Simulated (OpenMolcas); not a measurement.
## Single-point calculation, with input and output: H2O (part 2 of 2)

H2O, multiplicity 3; HF/3-21G, ROHF (OpenMolcas 26.06). The geometry is that of the parent species in another charge or spin state. The geometry comes from this level: PBE0-D4/def2-TZVP.

Geometry of the input (Å):
```
O  -0.3027  0.2002  -0.1406
H  0.4665  0.5484  0.3153
H  -0.1638  -0.7486  -0.1747
```

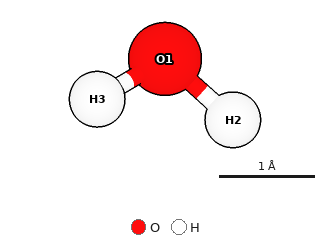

The input geometry (ball-and-stick view, seen at a tilt; atoms are numbered from 1 in the order of the input).

**What the program printed, continued**
```
                            O1                      H2                      H3
                     alpha        beta       alpha        beta       alpha        beta
      1s           1.9278      1.9352      0.7245      0.2349      0.7242      0.2350
      2px          0.9053      0.6497      0.0000      0.0000      0.0000      0.0000
      2pz          0.9592      0.1885      0.0000      0.0000      0.0000      0.0000
      2py          0.7590      0.7567      0.0000      0.0000      0.0000      0.0000
      Total        4.5513      3.5301      0.7245      0.2349      0.7242      0.2350
      Total              8.0814                  0.9594                  0.9592

      Charge           -0.0814                  0.0406                  0.0408

      Total electronic charge=   10.000000

      Total            charge=   -0.000000
--

++    Molecular orbitals:
      -------------------

      Title: Natural orbitals

      Molecular orbitals for symmetry species 1: a

          Orbital            1         2         3         4         5         6         7         8         9        10
          Energy          -20.5909   -0.8917   -0.8103   -1.2837   -0.3320    0.0752    1.5914    0.3938    1.6679    2.6602
          Occ. No.          2.0000    1.9999    1.9994    1.9990    1.0000    1.0000    0.0010    0.0006    0.0001    0.0000

          Orbital           11        12        13
          Energy            1.1075    1.6408    1.8221
          Occ. No.          0.0000    0.0000    0.0000

--

++    Molecular properties:
      ---------------------

      Charge (e):
                      =   -0.0000
      Dipole Moment (debye):
      Origin of the operator (angstrom)=   -0.2519    0.1666   -0.1170
                   X= -3.3416E-02               Y=  2.0818E-02               Z= -1.5669E-02           Total=  4.2374E-02
      Quadrupole Moment (debye*angstrom):
      Origin of the operator (angstrom)=   -0.2519    0.1666   -0.1170
                  XX= -7.9859E+00              XY=  2.3546E-01              XZ= -5.8287E-01              YY= -8.0625E+00
                  YZ= -1.1377E-02              ZZ= -7.1740E+00
      In traceless form (debye*angstrom)
                  XX= -3.6765E-01              XY=  3.5319E-01              XZ= -8.7431E-01              YY= -4.8257E-01
                  YZ= -1.7066E-02              ZZ=  8.5022E-01
--

--- Stop Module: scf /rc=_RC_ALL_IS_WELL_ ---

--- Start Module: rasscf ---

                                              &RASSCF

                       available to each process: 1.9 GB of memory, 1 thread

      Header of the ONEINT file:
      --------------------------

      OrdInt status: non-squared

      Cartesian coordinates in angstrom:
      -----------------------------------------------------
      No.  Label        X            Y            Z
      -----------------------------------------------------
       1   O1        -0.30270000   0.20020000  -0.14060000
       2   H2         0.46650000   0.54840000   0.31530000
       3   H3        -0.16380000  -0.74860000  -0.17470000
      -----------------------------------------------------
      Nuclear repulsion energy =    9.17130075

++    Wave function specifications:
      -----------------------------

      Number of closed shell electrons           8
      Number of electrons in active shells       2
      Max number of holes in RAS1 space          0
      Max nr of electrons in RAS3 space          0
      Number of inactive orbitals                4
      Number of active orbitals                  2
      Number of secondary orbitals               7
      Spin quantum number                      1.0
      State symmetry                             1
--

++    Orbital specifications:
      -----------------------

      Symmetry species                           1
                                                 a
      Frozen orbitals                            0
      Inactive orbitals                          4
      Active orbitals                            2
      RAS1 orbitals                              0
      RAS2 orbitals                              2
      RAS3 orbitals                              0
      Secondary orbitals                         7
      Deleted orbitals                           0
      Number of basis functions                 13
--

++    CI expansion specifications:
      ----------------------------

      Number of CSFs                             1
      Number of determinants                     1
      Number of root(s) required                 1
      Root chosen for geometry opt.              1
      CI root used                               1

      highest root included in the CI            1
      max. size of the explicit Hamiltonian      1
--

++    Optimization specifications:
      ----------------------------

      RASSCF algorithm: Conventional
      Maximum number of macro iterations       200
      Maximum number of SX iterations          100
      Threshold for RASSCF energy            1.000E-08
      Threshold for max MO rotation          1.000E-01
      Threshold for max BLB element          1.000E-04
      Level shift parameter                  5.000E-01
      Make Quasi-Newton update
--

      The MO-coefficients are taken from the file:
      step1.UnaOrb
      Title:UHF natural orbitals

      Total molecular charge    0.00

      ************************************************************************************************************************
      *                                            Wave function control section                                             *
      ************************************************************************************************************************

                                         RASSCF iterations: Energy and convergence statistics
                                         ----------------------------------------------------

          iter iter root      energy       change     param      element    value   shift minimum  type update hh:mm:ss
 Nr of preliminary CI iterations:   1
        1   1    7    1   -75.31579745    0.00E+00  -1.96E-03    4   6 1  2.74E-03*  0.18   0.00    SX    NO    0:00:00
        2   1    6    1   -75.31581459   -1.71E-05* -8.80E-04    4   6 1  1.19E-03*  0.18   0.00    SX    NO    0:00:00
        3   1    6    1   -75.31581716   -2.57E-06* -3.77E-04    4   6 1  4.96E-04*  0.18   0.00    SX    NO    0:00:00
        4   1    6    1   -75.31581761   -4.59E-07* -1.67E-04    4   6 1  2.16E-04*  0.18   0.00    SX    NO    0:00:00
        5   1    5    1   -75.31581770   -8.84E-08* -1.34E-04    4   6 1  9.27E-05   0.18   1.80    LS   YES    0:00:00
        6   1    5    1   -75.31581772   -2.17E-08*  9.35E-06    3  13 1  1.34E-05   0.18   1.00    QN   YES    0:00:00
        7   1    4    1   -75.31581772   -3.63E-10  -5.71E-06    5  12 1  4.43E-06   0.18   1.37    QN   YES    0:00:00
      Convergence after  7 iterations
        8   1    4    1   -75.31581772   -5.46E-11  -5.71E-06    3  13 1  1.18E-06   0.18   1.37    QN   YES    0:00:00

      ************************************************************************************************************************
                                                      Wave function printout:
                       occupation of active orbitals, and spin coupling of open shells (u,d: Spin up or down)
      ************************************************************************************************************************

      Note: transformation to natural orbitals
      has been made, which may change the order of the CSFs.

      printout of CI-coefficients larger than  0.05 for root  1
      energy=     -75.315818
      conf/sym  11     Coeff  Weight
             1  uu   1.00000 1.00000

      Natural orbitals and occupation numbers for root  1
      sym 1:   1.000000   1.000000

      ************************************************************************************************************************
      *                                                    Final results                                                     *
      ************************************************************************************************************************

++    Final optimization conditions:
      ------------------------------

      Average CI energy                             -75.31581772
      RASSCF energy for state  1                    -75.31581772
      Super-CI energy                                -0.00000000
      RASSCF energy change                           -0.00000000
      Max change in MO coefficients               5.141E-06
      Max non-diagonal density matrix element    -5.706E-06
      Maximum BLB matrix element                  1.185E-06
      (orbital pair   3,  13 in symmetry   1)
      Norm of electronic gradient            2.206E-06
--

      Final state energy(ies):
      ------------------------

::    RASSCF root number  1 Total energy:    -75.31581772
      Von Neumann Entropy (Root   1) =  1.00000

      Mulliken population analysis for root number:  1
      -----------------------------------------------

++    Molecular charges:
      ------------------

      Mulliken charges per centre
      ---------------------------

                O1      H2      H3
      Total    8.0862  0.9570  0.9568

      N-E     -0.0862  0.0430  0.0432

      Total electronic charge=   10.000000

      Total            charge=   -0.000000
--

      Expectation values of various properties for root number:  1
      -----------------------------------------------------------

++    Molecular properties:
      ---------------------

      Charge (e):
                      =   -0.0000
      Dipole Moment (debye):
      Origin of the operator (angstrom)=   -0.2519    0.1666   -0.1170
                   X= -2.3476E-02               Y=  1.4217E-02               Z= -1.1055E-02           Total=  2.9589E-02
      Quadrupole Moment (debye*angstrom):
      Origin of the operator (angstrom)=   -0.2519    0.1666   -0.1170
                  XX= -7.9817E+00              XY=  2.3673E-01              XZ= -5.7933E-01              YY= -8.0542E+00
                  YZ= -9.4944E-03              ZZ= -7.1739E+00
      In traceless form (debye*angstrom)
                  XX= -3.6762E-01              XY=  3.5510E-01              XZ= -8.6899E-01              YY= -4.7640E-01
                  YZ= -1.4242E-02              ZZ=  8.4402E-01
--

      Mulliken spin population analysis for root number:  1
      ---------------------------------------------------

++    Molecular charges:
      ------------------

      Mulliken spin population per centre
      ---------------------------

                O1      H2      H3
      Total    1.0543  0.4730  0.4727

      Total electronic spin=    2.000000
--

      Canonical orbitals are written to the RASORB file
      Natural orbitals for root   1 are written to the RASORB.1 file
      Spin density orbitals for root   1 are written to the SPDORB.1 file

--- Stop Module: rasscf /rc=_RC_ALL_IS_WELL_ ---

.##################.
.# Happy landing! #.
.##################.

    Timing: Wall=2.10 User=1.61 System=0.47
```

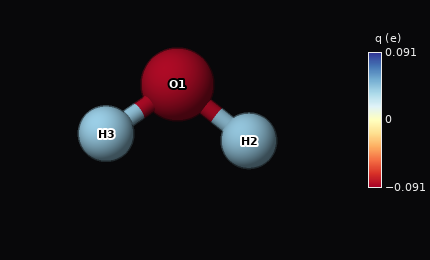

Mulliken charges, as the colour of each atom (ball-and-stick view, seen at a tilt; atoms are numbered from 1 in the order of the input). By element: O −0.09 and H +0.04 e.

**Key numbers**

```tsv
quantity	value
outcome	converged
total energy	−75.315818 hartree
basis functions	13
dipole moment	0.03 debye
wall time	2.4 s
peak memory	0.37 GiB
```
